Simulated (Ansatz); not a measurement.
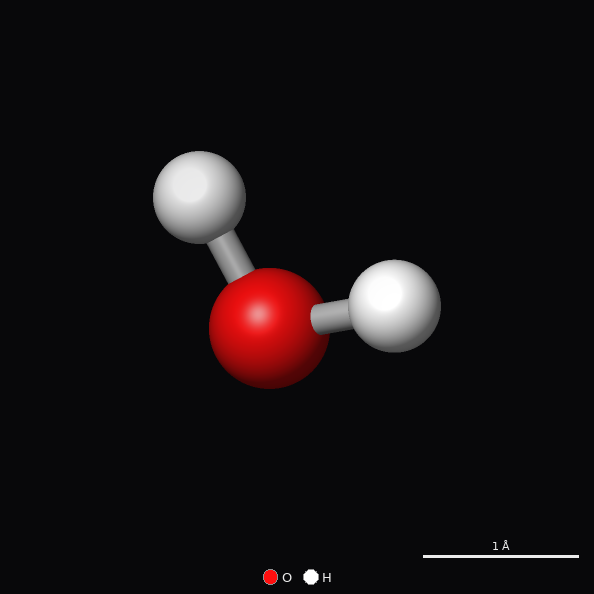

A ball-and-stick model of a molecule.

Which formula does it have?

H₂O, 3 atoms: 2 hydrogen and 1 oxygen.

How many bonds of each kind are drawn?

2 O–H. Sticks follow a distance rule.

More results for the same structure follow; atom numbers are the same in all pictures, views and colours differ. Computed geometry: PBE0-D4/def2-TZVP optimisation. No frequency run is at hand to confirm it as a minimum.

**Shape**

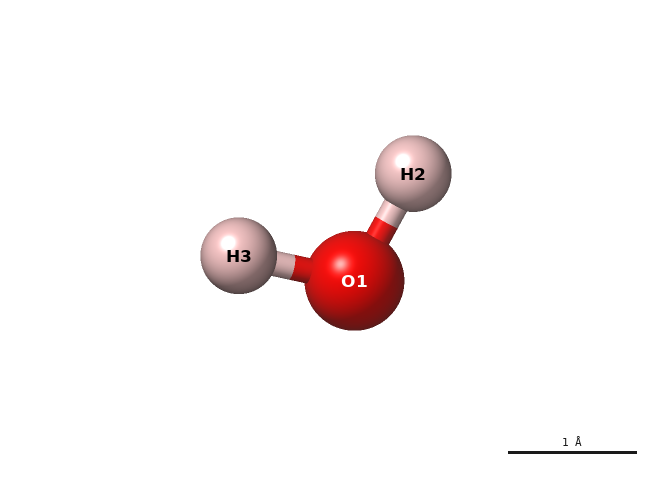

The atoms are numbered. No frequency run is at hand to confirm it as a minimum.

Give the bond lengths.

| bond | length (Å) |
| --- | --- |
| O1–H2 | 0.960 |
| O1–H3 | 0.960 |

**Electronic properties**

No frequency run is at hand to confirm it as a minimum. Method: RKS PBE0-D4/def2-TZVPPD (Ansatz 0.2.0).

Give the HOMO energy (Kohn–Sham orbital) at this level.

−9.08 eV.

Give the HOMO–LUMO gap at this level.

9.15 eV.

**Charges**

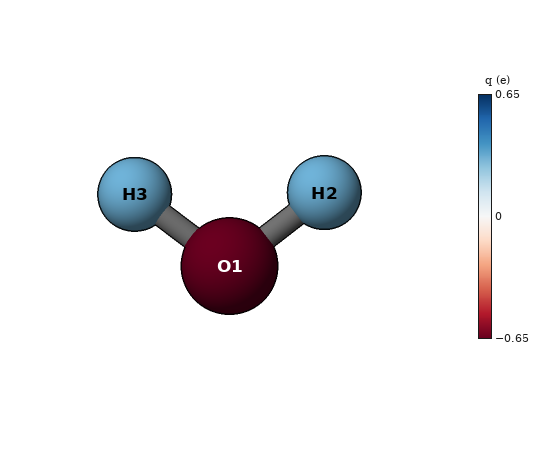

Atoms are coloured by their Mulliken charges. No frequency run is at hand to confirm it as a minimum. Method: RKS PBE0-D4/def2-TZVP (Ansatz 0.2.0).

Give the Mulliken charges atom by atom.

```csv
atom,value (e)
O1,−0.65
H2,0.32
H3,0.32
```

**Dipole moment**

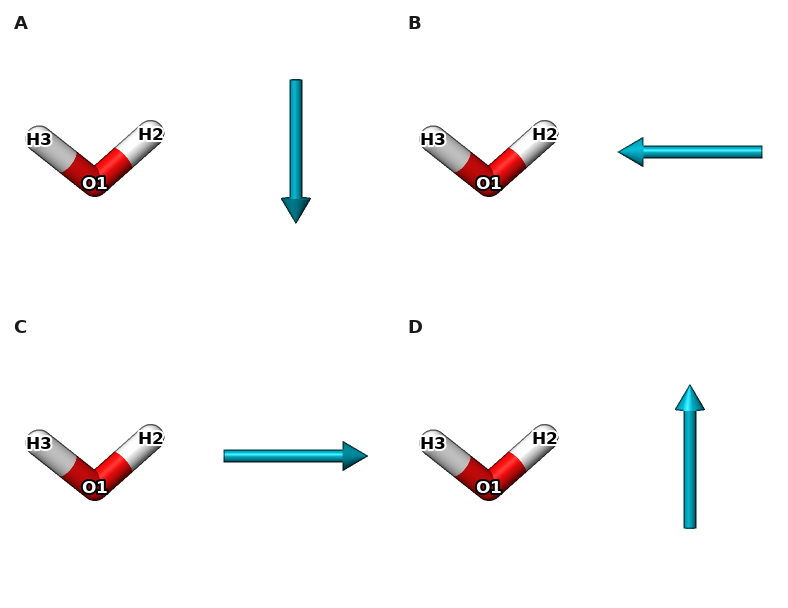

The same molecule four times, each with an arrow. No frequency run is at hand to confirm it as a minimum. Properties computed with RKS PBE0-D4/def2-TZVP (Ansatz 0.2.0).

Which arrow points along the dipole moment, from the negative to the positive end?

D. The dipole moment is 2.07 D; it points from the side of O1 to the side of H2, H3 (the outermost atoms at the two ends).

Mulliken values depend strongly on the basis set and can even reverse the polarity of a bond.
